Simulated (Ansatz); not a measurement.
# AlH₄+ (singlet): correlated methods under varied settings at distance H2–H3 = 1.396 Å

Aim: run AlH₄+ (singlet) at one geometry under a spread of methods and options, and see what each costs and gives.

Computed with Ansatz 0.2.0, Gaussian basis. Level: the settings change from run to run.

52 further runs of the same task are left out: 33 for a known fault of the program, 1 for a mislabelled method, 13 that didn't finish, 5 set aside as unsound or not needed.

### Step 1. What is computed

The geometry derives from a PBE0/def2-TZVP stationary point (not a proven minimum). One bond is set to the value named and the two fragments are kept rigid.

5 atoms, charge 1, spin multiplicity 1.

Atoms are counted from 1 here; the program's logs count them from 0.

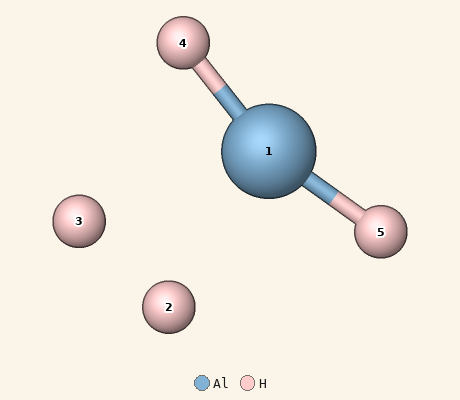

The structure; aluminium light blue, hydrogen pink; atoms are numbered from 1 in the order of the file.

### Step 2. NEVPT2(4,3)/cc-pVDZ

The input, in.yaml:

```yaml
crystal:
  periodic: [false, false, false]
  atoms:
    - {symbol: Al, position_ang: [0.000000, -0.020359, -0.118619]}
    - {symbol: H, position_ang: [0.000001, -0.405152, 1.922431]}
    - {symbol: H, position_ang: [-0.000001, 0.990848, 1.922431]}
    - {symbol: H, position_ang: [-0.000002, 1.516576, -0.334770]}
    - {symbol: H, position_ang: [0.000002, -1.557294, -0.334771]}
basis:
  gaussian: {orbitals: cc-pVDZ}
total_charge: 1
hamiltonian: {pseudopotentials: {relativity: none}}
correlation: {method: sc_nevpt2, electrons: all, active_space: {window: {electrons: 4, orbitals: 3}, states: [{multiplicity: 1, weights: [1, 1, 1]}], root: 2}}
scf: {lower_state_search: off}
```

Started as:

```console
ansatz run in.yaml --threads 1 --pin off --events-out ev --progress --plain --max-ram 2393MiB
```

The log of the run:

```text
Functional definition: HF
  name "HF"
  cite "Fock, Z. Phys. 61, 126 (1930) doi:10.1007/BF01340294"
  parent pbe
  exchange = exact_x
  correlation = 0
these checks for a lower state are left out or cut short: stability, starts, cluster_reference, orbital_swaps, neighbouring_geometries, increment
714 factors; integrals over basis functions are off by at most 2.5e-7 eV
mean field evaluation 1: about -6634.3397 eV, gradient 7.7e0 eV
mean field evaluation 2: about -6634.3404 eV, gradient 7.7e0 eV
mean field evaluation 4: about -6634.7229 eV, gradient 2.1e-1 eV
mean field evaluation 8: about -6634.7232 eV, gradient 2.9e-4 eV
mean field -6634.72324559 eV, -243.8215820984 hartree, gradient 2.2e-6 eV, S^2 0.000000; 0 other end points of the search recorded, 0 dependent functions left out
reference -6634.72324559 eV, -243.8215820984 hartree; 8, 8 occupied and 30, 30 virtual orbitals, 714 factors
state -6634.59106387 eV, -243.8167245099 hartree
state -6627.79947645 eV, -243.5671382756 hartree
state -6626.49749493 eV, -243.5192913372 hartree
state -6634.59106387 eV, -243.8167245099 hartree; corrected -6637.13183837 eV, -243.9100962505 hartree
state -6627.79947645 eV, -243.5671382756 hartree; corrected -6630.54772277 eV, -243.6681344650 hartree
state -6626.49749493 eV, -243.5192913372 hartree; corrected -6629.18947447 eV, -243.6182197608 hartree
Total energy: -6629.18947447 eV, -243.6182197608 hartree
Checks for a lower state left out: stability, starts, cluster_reference, orbital_swaps, neighbouring_geometries, increment
```

Wall time 0.48 s (1 thread of Arm Neoverse V1, shared host).

From the report: 9 determinants; active occupations (of the averaged states) 1.67, 1.66, 0.67.

### Step 3. HF/cc-pVDZ

The input, in.yaml:

```yaml
crystal:
  periodic: [false, false, false]
  atoms:
    - {symbol: Al, position_ang: [0.000000, -0.020359, -0.118619]}
    - {symbol: H, position_ang: [0.000001, -0.405152, 1.922431]}
    - {symbol: H, position_ang: [-0.000001, 0.990848, 1.922431]}
    - {symbol: H, position_ang: [-0.000002, 1.516576, -0.334770]}
    - {symbol: H, position_ang: [0.000002, -1.557294, -0.334771]}
basis:
  gaussian: {orbitals: cc-pVDZ, point_charges: [{charge: -0.50, position_ang: [2.977, -0.495, -0.293]}]}
total_charge: 1
magnetization: {spin_polarized: false}
hamiltonian: {xc: hf}
scf: {lower_state_search: full}
output: {forces: true, orbitals: {seedname: orbitals}}
```

The command is unchanged.

The log of the run (excerpt; [...] marks lines left out):

```text
Functional definition: HF
  name "HF"
  cite "Fock, Z. Phys. 61, 126 (1930) doi:10.1007/BF01340294"
  parent pbe
[...]
355 factors; integrals over basis functions are off by at most 1.5e-3 eV
[...]
mean field -6637.16264691 eV, -243.9112284436 hartree, gradient 1.2e-5 eV, S^2 0.000000; 0 other end points of the search recorded, 0 dependent functions left out
[...]
reference -6637.16264691 eV, -243.9112284436 hartree; 8, 8 occupied and 30, 30 virtual orbitals, 355 factors
Total energy: -6637.16264691 eV, -243.9112284436 hartree
Atom 0 at     0.000000    -0.020359    -0.118619 Å, force     1.321868     0.147091     0.198940 eV/Å
Atom 1 at     0.000001    -0.405152     1.922431 Å, force     0.012124     4.599958     0.149543 eV/Å
Atom 2 at    -0.000001     0.990848     1.922431 Å, force     0.023925    -4.940136    -0.181775 eV/Å
Atom 3 at    -0.000002     1.516576    -0.334770 Å, force    -0.200864    -0.063873    -0.280109 eV/Å
Atom 4 at     0.000002    -1.557294    -0.334771 Å, force    -0.274302     0.071748     0.002477 eV/Å
Dipole moment:     0.113969     0.055307     0.295788 e Å
```

It took 0.21 s on 1 thread of Arm Neoverse V1, shared host.

### Step 4. CCSD(T) on RHF/cc-pVTZ-DK

Changes to in.yaml since step 3:

```diff
@@ -9,7 +9,6 @@
 basis:
-  gaussian: {orbitals: cc-pVDZ, point_charges: [{charge: -0.50, position_ang: [2.977, -0.495, -0.293]}]}
+  gaussian: {orbitals: cc-pVTZ-DK}
 total_charge: 1
 magnetization: {spin_polarized: false}
-hamiltonian: {xc: hf}
-scf: {lower_state_search: full}
-output: {forces: true, orbitals: {seedname: orbitals}}
+correlation: {method: ccsd_t, electrons: valence}
+accuracy: high
```

Same command.

The log of the run (excerpt; [...] marks lines left out):

```text
Functional definition: HF
  name "HF"
  cite "Fock, Z. Phys. 61, 126 (1930) doi:10.1007/BF01340294"
  parent pbe
[...]
1535 factors; integrals over basis functions are off by at most 3.5e-9 eV
[...]
mean field -6646.94105196 eV, -244.2705782010 hartree, gradient 9.6e-9 eV, S^2 0.000000; 0 other end points of the search recorded, 0 dependent functions left out; unrestricted orbitals would lower it
5 core orbitals not correlated: weight in the atoms' cores, before any rotation towards them, 1.000 or more for the frozen orbitals, at most 0.000 for the correlated occupied ones
reference -6646.94105196 eV, -244.2705782010 hartree; 3, 3 occupied and 82, 82 virtual orbitals, 1535 factors
second order -2.81110006 eV of doubles, -0.00000000 eV of singles
cycle   1  -3.33518070 eV  change   -5.2e-1 eV  update   6.8e-2
[...]
cycle  24  -3.65872770 eV  change   1.1e-10 eV  update  5.5e-10
perturbative correction -0.05226648 eV, -0.0019207578 hartree
Total energy: -6650.65204614 eV, -244.4069547216 hartree
Relativity: scalar
```

It took 4.2 s on 1 thread of Arm Neoverse V1, shared host; peak memory 0.43 GiB.

From the report: correlation -3.7110 eV; T1 0.014; largest double amplitude 0.11.

### Step 5. CCSDT(Q)/B on RHF/6-31G*

Changes to in.yaml since step 4:

```diff
@@ -9,6 +9,5 @@
 basis:
-  gaussian: {orbitals: cc-pVTZ-DK}
+  gaussian: {orbitals: "6-31G*", fitting: {mean_field: def2-universal-jkfit}}
 total_charge: 1
 magnetization: {spin_polarized: false}
-correlation: {method: ccsd_t, electrons: valence}
-accuracy: high
+correlation: {method: ccsdt_q_b, electrons: all, diis_vectors: 12}
```

Same command.

The log of the run (excerpt; [...] marks lines left out):

```text
Functional definition: HF
  name "HF"
  cite "Fock, Z. Phys. 61, 126 (1930) doi:10.1007/BF01340294"
  parent pbe
[...]
200 factors; integrals over basis functions are off by at most 1.2e-1 eV
[...]
mean field -6634.06117963 eV, -243.7972516234 hartree, gradient 1.9e-6 eV, S^2 0.000000; 0 other end points of the search recorded, 0 dependent functions left out; unrestricted orbitals would lower it
reference -6634.06117963 eV, -243.7972516234 hartree; 8, 8 occupied and 19, 19 virtual orbitals, 200 factors
second order -2.04010876 eV of doubles, -0.00000000 eV of singles
cycle   1  -2.54554049 eV  change   -5.1e-1 eV  update   7.5e-2
[...]
cycle  13  -2.93644773 eV  change    1.7e-6 eV  update   5.6e-7
perturbative correction -0.00140772 eV, -0.0000517327 hartree
Total energy: -6636.99903508 eV, -243.9052158198 hartree
```

It took 3.8 s on 1 thread of Arm Neoverse V1, shared host.

From the report: correlation -2.9379 eV; T1 0.011; largest double amplitude 0.14.

### Step 6. CCSDT(Q)/B on RHF/cc-pVDZ

Changes to in.yaml since step 5:

```diff
@@ -9,5 +9,6 @@
 basis:
-  gaussian: {orbitals: "6-31G*", fitting: {mean_field: def2-universal-jkfit}}
+  gaussian: {orbitals: cc-pVDZ}
 total_charge: 1
 magnetization: {spin_polarized: false}
-correlation: {method: ccsdt_q_b, electrons: all, diis_vectors: 12}
+correlation: {method: ccsdt_q_b, electrons: outside_noble_gas}
+output: {forces: true}
```

Same command.

The log of the run (excerpt; [...] marks lines left out):

```text
Functional definition: HF
  name "HF"
  cite "Fock, Z. Phys. 61, 126 (1930) doi:10.1007/BF01340294"
  parent pbe
[...]
714 factors; integrals over basis functions are off by at most 2.5e-7 eV
[...]
mean field -6634.72324559 eV, -243.8215820984 hartree, gradient 2.2e-6 eV, S^2 0.000000; 0 other end points of the search recorded, 0 dependent functions left out; unrestricted orbitals would lower it
[...]
5 core orbitals not correlated: weight in the atoms' cores, before any rotation towards them, 1.000 or more for the frozen orbitals, at most 0.000 for the correlated occupied ones
reference -6634.72324559 eV, -243.8215820984 hartree; 3, 3 occupied and 30, 30 virtual orbitals, 714 factors
second order -2.38383534 eV of doubles, -0.00000000 eV of singles
cycle   1  -2.94608054 eV  change   -5.6e-1 eV  update   7.2e-2
[...]
cycle  14  -3.32220427 eV  change   -1.8e-7 eV  update   3.0e-7
perturbative correction -0.00142955 eV, -0.0000525349 hartree
[...]
Total energy: -6638.04687941 eV, -243.9437233885 hartree
Atom 0 at     0.000000    -0.020359    -0.118619 Å, force    -0.000000     0.349355     0.431919 eV/Å
Atom 1 at     0.000001    -0.405152     1.922431 Å, force    -0.000005     3.626642     0.033457 eV/Å
Atom 2 at    -0.000001     0.990848     1.922431 Å, force     0.000005    -3.926385    -0.176168 eV/Å
Atom 3 at    -0.000002     1.516576    -0.334770 Å, force    -0.000000     0.051518    -0.278003 eV/Å
Atom 4 at     0.000002    -1.557294    -0.334771 Å, force     0.000000    -0.101130    -0.011205 eV/Å
Dipole moment:    -0.000000     0.051907     0.288963 e Å
```

It took 12 s on 1 thread of Arm Neoverse V1, shared host; peak memory 0.3 GiB.

From the report: correlation -3.3236 eV; T1 0.016; largest double amplitude 0.12.

### Step 7. All runs side by side

Where basis and cores are those of an earlier FCI/cc-pVDZ run (-6638.0474 eV), and the state is the same kind, the miss against it is given.

```
                                             level         correlated  functions  energy (eV)  from FCI (meV)    time
NEVPT2(4,3)/cc-pVDZ (excited root 2 of an average)                all         38   -6629.1895                  0.48 s
                HF/cc-pVDZ (beside a point charge)                            38   -6637.1626                  0.21 s
                         CCSD(T) on RHF/cc-pVTZ-DK            valence         90   -6650.6520                   4.2 s
                          CCSDT(Q)/B on RHF/6-31G*                all         27   -6636.9990                   3.8 s
                         CCSDT(Q)/B on RHF/cc-pVDZ  outside noble gas         38   -6638.0469             0.5    12 s
```

### Step 8. What came out

| quantity | value |
| --- | --- |
| runs | 5 |
| quickest | HF/cc-pVDZ (beside a point charge), 0.21 s |
| slowest | CCSDT(Q)/B on RHF/cc-pVDZ, 12 s |

What this shows: Total energies in different bases, with other cores or another treatment of relativity can't be set against each other. CCSDT(Q)/B on RHF/cc-pVDZ took 55 times as long as HF/cc-pVDZ (beside a point charge); the jobs differ in more than the method.
